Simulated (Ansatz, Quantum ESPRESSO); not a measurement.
# 1T-SrBrI, 1 layer: response to a perpendicular field, part 3 of 6

Wanted: polarisability and gap of 1T-SrBrI, 1 layer against a perpendicular field.

Quantum ESPRESSO 7.5; plane-wave DFT, vdW-DF-cx, GBRV ultrasoft pseudopotentials made under PBE; geometry and cross-check by Ansatz 0.2.0 with PAW datasets.

So far. Step 3 (Ground state: no field): The run needed 10 iterations to bring the estimated error under 1e-09 Ry; the largest force on any atom, held or free, is 0.12 eV/Å. Step 4 (Electrostatic potential): The vacuum is flat to 0.1 meV/Å, so its level is well defined. Inside the slab the curve depends on the local part of the pseudopotentials; only the vacuum level has a meaning of its own.

## 5. Bands along a path: no field

The density is frozen and the levels are solved along a path.

f0.bands.in

```
&control
  prefix = 'f0.bands'
  outdir = './out'
  pseudo_dir = './pseudo'
  calculation = 'bands'
  tefield = .true.
  dipfield = .true.
/
&system
  ibrav = 0
  nat = 3
  ntyp = 3
  ecutwfc = 40
  ecutrho = 200
  input_dft = 'vdw-df-cx'
  occupations = 'smearing'
  smearing = 'fd'
  degauss = 0.004
  edir = 3
  emaxpos = 0.97
  eopreg = 0.04
  eamp = 0.0
  nbnd = 18
/
&electrons
  conv_thr = 1e-07
  mixing_beta = 0.4
  electron_maxstep = 120
  mixing_mode = 'local-TF'
/
ATOMIC_SPECIES
  I   126.9045  i_pbe_v1.uspp.F.UPF
  Sr  87.6200  sr_pbe_v1.uspp.F.UPF
  Br  79.9040  br_pbe_v1.4.uspp.F.UPF
CELL_PARAMETERS angstrom
  4.70785471547498 0.00000000000000 0.00000000000000
  -2.35392735773749 4.07712178092769 -0.00000000000000
  0.00000000000000 0.00000000000000 20.79047071930000
ATOMIC_POSITIONS crystal
  I   0.666666666667 0.333333333333 0.418771664607
  Sr  0.000000000000 -0.000000000000 0.508472997605
  Br  0.333333333333 0.666666666667 0.580392161288
K_POINTS crystal_b
4
  0.0000000000 0.0000000000 0.0000000000 14
  0.5000000000 0.0000000000 0.0000000000 14
  0.3333333333 0.3333333333 0.0000000000 14
  0.0000000000 0.0000000000 0.0000000000 1
```

Started as:

```console
$ cp -r out/f0.save out/f0.bands.save
$ cp out/f0.xml out/f0.bands.xml
$ OMP_NUM_THREADS=1 mpirun -n 4 pw.x -nk 4 -in f0.bands.in > f0.bands.out
```

The program printed:

```text
[banner, memory and clock lines left out]
Program PWSCF v.7.5 starts

          URL

     Presently no symmetry can be used with electric field

     IMPORTANT: XC functional enforced from input :
     Exchange-correlation= VDW-DF-CX
                           (   1   4  27   0   1   0   0)
     Any further DFT definition will be discarded
     Please, verify this is what you really want

     Atomic positions and unit cell read from directory:
     ./out/f0.bands.save/

     G-vector sticks info

     bravais-lattice index     =            0
     lattice parameter (alat)  =       8.8966  a.u.
     unit-cell volume          =    2693.0081 (a.u.)^3
     number of atoms/cell      =            3
     number of atomic types    =            3
     number of electrons       =        24.00
     number of Kohn-Sham states=           18
     kinetic-energy cutoff     =      40.0000  Ry
     charge density cutoff     =     200.0000  Ry
     Exchange-correlation= VDW-DF-CX
                           (   1   4  27   0   1   0   0)

     celldm(1)=   8.896556  celldm(2)=   0.000000  celldm(3)=   0.000000
     celldm(4)=   0.000000  celldm(5)=   0.000000  celldm(6)=   0.000000

     crystal axes: (cart. coord. in units of alat)
               a(1) = (   1.000000   0.000000   0.000000 )
               a(2) = (  -0.500000   0.866025  -0.000000 )
               a(3) = (   0.000000   0.000000   4.416124 )

     reciprocal axes: (cart. coord. in units 2 pi/alat)
               b(1) = (  1.000000  0.577350 -0.000000 )
               b(2) = (  0.000000  1.154701  0.000000 )
               b(3) = ( -0.000000  0.000000  0.226443 )

     PseudoPot. # 1 for I  read from file:
     ./pseudo/i_pbe_v1.uspp.F.UPF
     Pseudo is Ultrasoft + core correction, Zval =  7.0
     Generated by new atomic code, or converted to UPF format
     Using radial grid of  893 points,  6 beta functions with:
                l(1) =   0
                l(2) =   0
                l(3) =   1
                l(4) =   1
                l(5) =   2
                l(6) =   2
     Q(r) pseudized with  8 coefficients,  rinner =    1.500   1.500   1.500
                                                       1.500   1.500

     PseudoPot. # 2 for Sr read from file:
     ./pseudo/sr_pbe_v1.uspp.F.UPF
     Pseudo is Ultrasoft + core correction, Zval = 10.0
     Generated by new atomic code, or converted to UPF format
     Using radial grid of  883 points,  6 beta functions with:
                l(1) =   0
                l(2) =   0
                l(3) =   1
                l(4) =   1
                l(5) =   2
                l(6) =   2
     Q(r) pseudized with  6 coefficients,  rinner =    1.400   1.400   1.400
                                                       1.400   1.400

     PseudoPot. # 3 for Br read from file:
     ./pseudo/br_pbe_v1.4.uspp.F.UPF
     Pseudo is Ultrasoft + core correction, Zval =  7.0
     Generated by new atomic code, or converted to UPF format
     Using radial grid of  879 points,  6 beta functions with:
                l(1) =   0
                l(2) =   0
                l(3) =   1
                l(4) =   1
                l(5) =   2
                l(6) =   2
     Q(r) pseudized with  8 coefficients,  rinner =    1.100   1.100   1.100
                                                       1.100   1.100

     atomic species   valence    mass     pseudopotential
     I                 7.00   126.90450     I ( 1.00)
     Sr               10.00    87.62000     Sr( 1.00)
     Br                7.00    79.90400     Br( 1.00)

     No symmetry found

   Cartesian axes

     site n.     atom                  positions (alat units)
         1        I      tau(   1) = (   0.5000000   0.2886751   1.8493476  )
         2        Sr     tau(   2) = (   0.0000000   0.0000000   2.2454799  )
         3        Br     tau(   3) = (  -0.0000000   0.5773503   2.5630838  )

     number of k points=    43  Fermi-Dirac smearing, width (Ry)=  0.0040
                       cart. coord. in units 2pi/alat
        k(    1) = (   0.0000000   0.0000000   0.0000000), wk =   0.0465116
        k(    2) = (   0.0357143   0.0206197   0.0000000), wk =   0.0465116
        k(    3) = (   0.0714286   0.0412393   0.0000000), wk =   0.0465116
        k(    4) = (   0.1071429   0.0618590   0.0000000), wk =   0.0465116
        k(    5) = (   0.1428571   0.0824786   0.0000000), wk =   0.0465116
        k(    6) = (   0.1785714   0.1030983   0.0000000), wk =   0.0465116
        k(    7) = (   0.2142857   0.1237179   0.0000000), wk =   0.0465116
        k(    8) = (   0.2500000   0.1443376   0.0000000), wk =   0.0465116
        k(    9) = (   0.2857143   0.1649572   0.0000000), wk =   0.0465116
        k(   10) = (   0.3214286   0.1855769   0.0000000), wk =   0.0465116
        k(   11) = (   0.3571429   0.2061965   0.0000000), wk =   0.0465116
        k(   12) = (   0.3928571   0.2268162   0.0000000), wk =   0.0465116
        k(   13) = (   0.4285714   0.2474358   0.0000000), wk =   0.0465116
        k(   14) = (   0.4642857   0.2680555   0.0000000), wk =   0.0465116
        k(   15) = (   0.5000000   0.2886751   0.0000000), wk =   0.0465116
        k(   16) = (   0.4880952   0.3092948   0.0000000), wk =   0.0465116
        k(   17) = (   0.4761905   0.3299144   0.0000000), wk =   0.0465116
        k(   18) = (   0.4642857   0.3505341   0.0000000), wk =   0.0465116
        k(   19) = (   0.4523810   0.3711537   0.0000000), wk =   0.0465116
        k(   20) = (   0.4404762   0.3917734   0.0000000), wk =   0.0465116
        k(   21) = (   0.4285714   0.4123930   0.0000000), wk =   0.0465116
        k(   22) = (   0.4166667   0.4330127   0.0000000), wk =   0.0465116
        k(   23) = (   0.4047619   0.4536324   0.0000000), wk =   0.0465116
        k(   24) = (   0.3928571   0.4742520   0.0000000), wk =   0.0465116
        k(   25) = (   0.3809524   0.4948717   0.0000000), wk =   0.0465116
        k(   26) = (   0.3690476   0.5154913   0.0000000), wk =   0.0465116
        k(   27) = (   0.3571429   0.5361110   0.0000000), wk =   0.0465116
        k(   28) = (   0.3452381   0.5567306   0.0000000), wk =   0.0465116
        k(   29) = (   0.3333333   0.5773503   0.0000000), wk =   0.0465116
        k(   30) = (   0.3095238   0.5361110   0.0000000), wk =   0.0465116
        k(   31) = (   0.2857143   0.4948717   0.0000000), wk =   0.0465116
        k(   32) = (   0.2619048   0.4536324   0.0000000), wk =   0.0465116
        k(   33) = (   0.2380952   0.4123930   0.0000000), wk =   0.0465116
        k(   34) = (   0.2142857   0.3711537   0.0000000), wk =   0.0465116
        k(   35) = (   0.1904762   0.3299144   0.0000000), wk =   0.0465116
[...]
-37.8068 -19.9416 -19.8655 -19.8201 -17.1331 -14.5129  -5.9827  -5.5411
    -5.4286  -4.9159  -4.4347  -4.3895   0.5834   1.8146   1.9829   2.2988
     2.3281   2.8189

          k = 0.3929 0.2268 0.0000 ( 11488 PWs)   bands (ev):

   -37.8066 -19.9518 -19.8621 -19.8216 -17.1271 -14.5025  -6.0304  -5.5290
    -5.4275  -4.9291  -4.4650  -4.4115   0.5431   1.9493   2.0933   2.3750
     2.4255   2.9889

          k = 0.4286 0.2474 0.0000 ( 11508 PWs)   bands (ev):

   -37.8064 -19.9597 -19.8593 -19.8228 -17.1228 -14.4945  -6.0681  -5.5198
    -5.4269  -4.9334  -4.4899  -4.4276   0.5132   2.0158   2.2147   2.4357
     2.5300   3.1124

          k = 0.4643 0.2681 0.0000 ( 11522 PWs)   bands (ev):

   -37.8063 -19.9646 -19.8574 -19.8235 -17.1201 -14.4895  -6.0923  -5.5138
    -5.4266  -4.9342  -4.5063  -4.4375   0.4949   2.0440   2.2748   2.5334
     2.6003   3.1642

          k = 0.5000 0.2887 0.0000 ( 11492 PWs)   bands (ev):

   -37.8062 -19.9663 -19.8568 -19.8237 -17.1193 -14.4877  -6.1006  -5.5117
    -5.4265  -4.9342  -4.5119  -4.4408   0.4888   2.0514   2.2900   2.5839
     2.6253   3.1810

          k = 0.4881 0.3093 0.0000 ( 11510 PWs)   bands (ev):

   -37.8062 -19.9660 -19.8568 -19.8243 -17.1191 -14.4876  -6.0985  -5.5129
    -5.4272  -4.9333  -4.5135  -4.4442   0.4975   2.0494   2.2790   2.5738
     2.6545   3.1353

          k = 0.4762 0.3299 0.0000 ( 11519 PWs)   bands (ev):

   -37.8062 -19.9650 -19.8567 -19.8259 -17.1186 -14.4871  -6.0921  -5.5167
    -5.4291  -4.9306  -4.5185  -4.4537   0.5232   2.0419   2.2527   2.5683
     2.7106   3.0877

          k = 0.4643 0.3505 0.0000 ( 11517 PWs)   bands (ev):

   -37.8062 -19.9635 -19.8565 -19.8285 -17.1178 -14.4864  -6.0816  -5.5236
    -5.4317  -4.9263  -4.5287  -4.4668   0.5650   2.0259   2.2225   2.5758
     2.7737   3.0448

          k = 0.4524 0.3712 0.0000 ( 11519 PWs)   bands (ev):

   -37.8061 -19.9613 -19.8564 -19.8321 -17.1167 -14.4854  -6.0672  -5.5339
    -5.4342  -4.9207  -4.5464  -4.4800   0.6215   1.9996   2.1940   2.5984
     2.8271   3.0160

          k = 0.4405 0.3918 0.0000 ( 11515 PWs)   bands (ev):

   -37.8061 -19.9586 -19.8561 -19.8364 -17.1154 -14.4841  -6.0492  -5.5479
    -5.4361  -4.9142  -4.5720  -4.4909   0.6907   1.9648   2.1658   2.6387
     2.8456   3.0231

          k = 0.4286 0.4124 0.0000 ( 11529 PWs)   bands (ev):

   -37.8061 -19.9555 -19.8559 -19.8415 -17.1140 -14.4827  -6.0278  -5.5657
    -5.4373  -4.9070  -4.6034  -4.5000   0.7706   1.9243   2.1350   2.6977
     2.8260   3.0673

          k = 0.4167 0.4330 0.0000 ( 11551 PWs)   bands (ev):

   -37.8060 -19.9520 -19.8556 -19.8470 -17.1125 -14.4812  -6.0036  -5.5869
    -5.4377  -4.8994  -4.6375  -4.5081   0.8590   1.8802   2.1006   2.7731
     2.7944   3.1228

          k = 0.4048 0.4536 0.0000 ( 11557 PWs)   bands (ev):

   -37.8060 -19.9483 -19.8553 -19.8528 -17.1110 -14.4796  -5.9771  -5.6111
    -5.4375  -4.8918  -4.6718  -4.5158   0.9539   1.8330   2.0631   2.7600
     2.8664   3.1741

          k = 0.3929 0.4743 0.0000 ( 11549 PWs)   bands (ev):

   -37.8059 -19.9445 -19.8586 -19.8550 -17.1095 -14.4780  -5.9487  -5.6379
    -5.4368  -4.8842  -4.7043  -4.5232   1.0531   1.7828   2.0238   2.7335
     2.9683   3.2122

          k = 0.3810 0.4949 0.0000 ( 11563 PWs)   bands (ev):

   -37.8059 -19.9409 -19.8641 -19.8548 -17.1082 -14.4764  -5.9192  -5.6666
    -5.4359  -4.8767  -4.7334  -4.5300   1.1545   1.7300   1.9832   2.7151
     3.0755   3.2323

          k = 0.3690 0.5155 0.0000 ( 11555 PWs)   bands (ev):

   -37.8059 -19.9376 -19.8690 -19.8546 -17.1071 -14.4751  -5.8892  -5.6965
    -5.4348  -4.8696  -4.7581  -4.5361   1.2558   1.6754   1.9426   2.7053
     3.1788   3.2379

          k = 0.3571 0.5361 0.0000 ( 11557 PWs)   bands (ev):

   -37.8058 -19.9350 -19.8728 -19.8544 -17.1062 -14.4741  -5.8597  -5.7264
    -5.4337  -4.8631  -4.7775  -4.5409   1.3535   1.6202   1.9041   2.7025
     3.2244   3.2801

          k = 0.3452 0.5567 0.0000 ( 11557 PWs)   bands (ev):

   -37.8058 -19.9333 -19.8752 -19.8544 -17.1057 -14.4734  -5.8331  -5.7537
    -5.4329  -4.8579  -4.7904  -4.5440   1.4412   1.5660   1.8728   2.7036
     3.2198   3.3446

          k = 0.3333 0.5774 0.0000 ( 11511 PWs)   bands (ev):

   -37.8058 -19.9328 -19.8760 -19.8543 -17.1055 -14.4731  -5.8191  -5.7680
    -5.4326  -4.8559  -4.7951  -4.5451   1.4974   1.5242   1.8591   2.7047
     3.2174   3.3688

          k = 0.3095 0.5361 0.0000 ( 11547 PWs)   bands (ev):

   -37.8058 -19.9343 -19.8734 -19.8544 -17.1063 -14.4743  -5.8538  -5.7307
    -5.4344  -4.8628  -4.7782  -4.5401   1.4084   1.5432   1.9243   2.6982
     3.2056   3.2982

          k = 0.2857 0.4949 0.0000 ( 11547 PWs)   bands (ev):

   -37.8059 -19.9369 -19.8681 -19.8538 -17.1088 -14.4781  -5.8924  -5.6814
    -5.4407  -4.8752  -4.7376  -4.5246   1.3169   1.4893   2.0411   2.6865
     3.0236   3.2607

          k = 0.2619 0.4536 0.0000 ( 11557 PWs)   bands (ev):

   -37.8061 -19.9376 -19.8651 -19.8501 -17.1132 -14.4849  -5.9149  -5.6373
    -5.4506  -4.8868  -4.6822  -4.4991   1.2340   1.4300   2.1001   2.6597
     2.7906   3.1943

          k = 0.2381 0.4124 0.0000 ( 11523 PWs)   bands (ev):

   -37.8063 -19.9353 -19.8660 -19.8432 -17.1193 -14.4946  -5.9185  -5.6016
    -5.4611  -4.8942  -4.6168  -4.4662   1.1601   1.3875   2.0558   2.5289
     2.6292   3.0742

          k = 0.2143 0.3712 0.0000 ( 11515 PWs)   bands (ev):

   -37.8067 -19.9296 -19.8687 -19.8357 -17.1272 -14.5070  -5.9044  -5.5791
    -5.4672  -4.8910  -4.5460  -4.4298   1.0982   1.3642   1.9059   2.3515
     2.5110   2.8475

          k = 0.1905 0.3299 0.0000 ( 11513 PWs)   bands (ev):

   -37.8070 -19.9213 -19.8715 -19.8286 -17.1367 -14.5214  -5.8764  -5.5739
    -5.4651  -4.8690  -4.4735  -4.3944   1.0519   1.3523   1.7036   2.1542
     2.4323   2.6314

          k = 0.1667 0.2887 0.0000 ( 11491 PWs)   bands (ev):

   -37.8074 -19.9130 -19.8719 -19.8225 -17.1476 -14.5369  -5.8403  -5.5827
    -5.4579  -4.8205  -4.4024  -4.3645   1.0233   1.3194   1.5224   1.9654
     2.3359   2.4376

          k = 0.1429 0.2474 0.0000 ( 11483 PWs)   bands (ev):

   -37.8079 -19.9086 -19.8664 -19.8174 -17.1595 -14.5526  -5.8047  -5.5954
    -5.4513  -4.7430  -4.3432  -4.3352   1.0109   1.1888   1.4506   1.8090
     2.1932   2.2524

          k = 0.1190 0.2062 0.0000 ( 11471 PWs)   bands (ev):

   -37.8083 -19.9097 -19.8546 -19.8132 -17.1718 -14.5675  -5.7824  -5.5966
    -5.4477  -4.6421  -4.3308  -4.2742   0.9641   1.0588   1.4330   1.6963
     2.0076   2.0916

          k = 0.0952 0.1650 0.0000 ( 11489 PWs)   bands (ev):

   -37.8087 -19.9134 -19.8401 -19.8099 -17.1837 -14.5808  -5.7833  -5.5744
    -5.4472  -4.5353  -4.3202  -4.2215   0.7932   1.0709   1.4110   1.6232
     1.8067   1.9754

          k = 0.0714 0.1237 0.0000 ( 11483 PWs)   bands (ev):

   -37.8090 -19.9176 -19.8260 -19.8075 -17.1944 -14.5918  -5.8001  -5.5355
    -5.4488  -4.4614  -4.2848  -4.1789   0.6189   1.1161   1.3787   1.5597
     1.6566   1.8868

          k = 0.0476 0.0825 0.0000 ( 11465 PWs)   bands (ev):

   -37.8092 -19.9211 -19.8145 -19.8058 -17.2030 -14.6000  -5.8194  -5.4949
    -5.4511  -4.4455  -4.2117  -4.1476   0.4698   1.1764   1.3341   1.4812
     1.5965   1.8172

          k = 0.0238 0.0412 0.0000 ( 11455 PWs)   bands (ev):

   -37.8094 -19.9235 -19.8070 -19.8048 -17.2084 -14.6050  -5.8334  -5.4648
    -5.4530  -4.4521  -4.1468  -4.1285   0.3674   1.2385   1.2886   1.4290
     1.5760   1.7662

          k = 0.0000 0.0000 0.0000 ( 11485 PWs)   bands (ev):

   -37.8095 -19.9243 -19.8045 -19.8044 -17.2103 -14.6067  -5.8384  -5.4537
    -5.4537  -4.4564  -4.1221  -4.1221   0.3307   1.2699   1.2699   1.4082
     1.5702   1.7459

     XML data file, pseudopotentials, collected wavefunctions

                                        0.00s GPU  (     574 calls)

Note: The following floating-point exceptions are signalling: IEEE_UNDERFLOW_FLAG
Note: The following floating-point exceptions are signalling: IEEE_UNDERFLOW_FLAG
Note: The following floating-point exceptions are signalling: IEEE_UNDERFLOW_FLAG
Note: The following floating-point exceptions are signalling: IEEE_UNDERFLOW_FLAG
[key lines of the parts left out:]
Dipole field          0.0003 Ry au,
```

Wall time 1.7 min (4 MPI ranks of Arm Neoverse N1, shared host); peak memory 1.3 GiB; 6.7 min of CPU time.

Band numbers count within the set of bands kept for display. Electronic bands along the path, in eV, zero at the highest filled level of the SCF mesh; v1 is the highest filled band, c1 the lowest empty one:

```
point     v4     v3     v2     v1    c1    c2    c3    c4
    Γ  -1.33  -0.33   0.00   0.00  4.45  5.39  5.39  5.53
    M  -1.30  -0.81  -0.39  -0.32  4.61  6.17  6.41  6.71
    K  -1.31  -0.73  -0.67  -0.42  5.62  5.65  5.98  6.83
    Γ  -1.33  -0.33   0.00   0.00  4.45  5.39  5.39  5.53
```

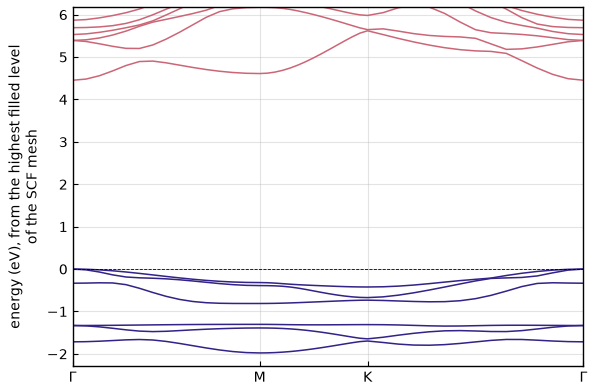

Electronic bands along the path; lines of filled and empty bands in two colours.

Along this path the valence top lies at Γ and the conduction bottom at Γ.

## 6. SCF with pw.x: field 0.1 V/Å

eamp is the field in Hartree atomic units (1 a.u. = 51.42 V/Å). With dipfield on, it is the field in the vacuum beside an isolated sheet. The run starts from the density of the one before.

f1.in

```
&control
  prefix = 'f1'
  outdir = './out'
  pseudo_dir = './pseudo'
  calculation = 'scf'
  tprnfor = .true.
  tefield = .true.
  dipfield = .true.
/
&system
  ibrav = 0
  nat = 3
  ntyp = 3
  ecutwfc = 40
  ecutrho = 200
  input_dft = 'vdw-df-cx'
  occupations = 'smearing'
  smearing = 'fd'
  degauss = 0.004
  edir = 3
  emaxpos = 0.97
  eopreg = 0.04
  eamp = 0.00194469
/
&electrons
  conv_thr = 1e-09
  mixing_beta = 0.4
  electron_maxstep = 120
  mixing_mode = 'plain'
  startingpot = 'file'
/
ATOMIC_SPECIES
  I   126.9045  i_pbe_v1.uspp.F.UPF
  Sr  87.6200  sr_pbe_v1.uspp.F.UPF
  Br  79.9040  br_pbe_v1.4.uspp.F.UPF
CELL_PARAMETERS angstrom
  4.70785471547498 0.00000000000000 0.00000000000000
  -2.35392735773749 4.07712178092769 -0.00000000000000
  0.00000000000000 0.00000000000000 20.79047071930000
ATOMIC_POSITIONS crystal
  I   0.666666666667 0.333333333333 0.418771664607
  Sr  0.000000000000 -0.000000000000 0.508472997605
  Br  0.333333333333 0.666666666667 0.580392161288
K_POINTS automatic
  6 6 1 0 0 0
```

Started as:

```console
$ cp -r out/f0.save out/f1.save
$ OMP_NUM_THREADS=1 mpirun -n 4 pw.x -nk 2 -in f1.in > f1.out
```

The program printed:

```text
[banner, memory and clock lines left out]
Program PWSCF v.7.5 starts
[...]
number of electrons       =        24.00
     number of Kohn-Sham states=           16
     kinetic-energy cutoff     =      40.0000  Ry
     charge density cutoff     =     200.0000  Ry
[...]
number of k points=    20  Fermi-Dirac smearing, width (Ry)=  0.0040
[...]
Dense  grid:   128271 G-vectors     FFT dimensions: (  45,  45, 180)
[...]
The initial density is read from file :
[...]
negative rho (up, down):  6.782E-02 0.000E+00
[...]
Starting wfcs are   21 randomized atomic wfcs
[...]
negative rho (up, down):  6.782E-02 0.000E+00
[...]
estimated scf accuracy    <       0.00179217 Ry
[...]
negative rho (up, down):  6.783E-02 0.000E+00
[...]
estimated scf accuracy    <       0.00049620 Ry
[...]
negative rho (up, down):  6.783E-02 0.000E+00
[...]
estimated scf accuracy    <       0.00000519 Ry
[...]
negative rho (up, down):  6.783E-02 0.000E+00
[...]
estimated scf accuracy    <       0.00000116 Ry
[...]
negative rho (up, down):  6.783E-02 0.000E+00
[...]
estimated scf accuracy    <       0.00000009 Ry
[...]
negative rho (up, down):  6.783E-02 0.000E+00
[...]
estimated scf accuracy    <       0.00000001 Ry
[...]
negative rho (up, down):  6.783E-02 0.000E+00
[...]
Computed dipole along edir(3) :
        Dipole                0.1591 Ry au,          0.4044 Debye
        Dipole field          0.0007 Ry au,
        E field amplitude [Ha a.u.]:  1.9447E-03
        Potential amp.        0.0907 Ry
        Total length         37.7168 bohr
[...]
the Fermi energy is    -1.9608 ev
!    total energy              =    -182.53396174 Ry
     estimated scf accuracy    <          5.1E-10 Ry
     smearing contrib. (-TS)   =       0.00000000 Ry
     internal energy E=F+TS    =    -182.53396174 Ry
[...]
one-electron contribution =    -429.61960748 Ry
     hartree contribution      =     216.65543571 Ry
     xc contribution           =     -92.33512656 Ry
     ewald contribution        =     122.76583726 Ry
     electric field correction =      -0.00050067 Ry
     convergence has been achieved in   7 iterations
     negative rho (up, down):  6.783E-02 0.000E+00
[...]
Total force =     0.006432     Total SCF correction =     0.000064
[...]
```

Run time: 80 s. Hardware: 4 MPI ranks; peak memory 0.67 GiB; 5.2 min of CPU time.

Read from the output:

| Item | Value |
| --- | --- |
| free energy | -2483.5011 eV |
| Fermi energy | -1.961 eV |
| dipole along the normal | 0.08419 e·Å |
| valence top, on the run's zero | -4.148 eV |
| conduction bottom, on the run's zero | 0.3635 eV |
| gap by band count | 4.511 eV |

The dipole goes from 0.0363 to 0.0842 e Å, 0.4793 e Å per V/Å.

## 7. Electrostatic potential

f1.pot.in

```
&inputpp
  prefix = 'f1'
  outdir = './out'
  filplot = 'f1.pot.dat'
  plot_num = 11
/
```

Started as:

```console
$ OMP_NUM_THREADS=1 mpirun -n 4 pp.x -in f1.pot.in > f1.pot.out
```

It took 34 s on 4 MPI ranks; peak memory 0.23 GiB.

This step gave:

```
slope of the potential above                                          : 0.09999 eV/Å
upper vacuum line continued to the top atoms, over the valence top    : 6.777 eV
slope of the potential below                                          : 0.09997 eV/Å
lower vacuum line continued to the bottom atoms, over the valence top : 7.234 eV
```

The slope in the vacuum is 0.100 eV/Å for an applied 0.10 V/Å, as it should be.

(Continued in part 4 of 6.)

[Logs are printed without paths, hosts, clocks, repeated set-up lines and the standing remarks that a program may print on its own settings, such as how far it seeks lower states.]

[Hosts, paths, dates, database ids (printed as entryN), source tags and the programs' standing remarks are cut or masked in the printed files.]

[Maps of the electrostatic potential energy from Ansatz leave out the sawtooth potential of an applied field or a dipole correction, so their vacuum need not be flat; planar profiles and work functions include it.]
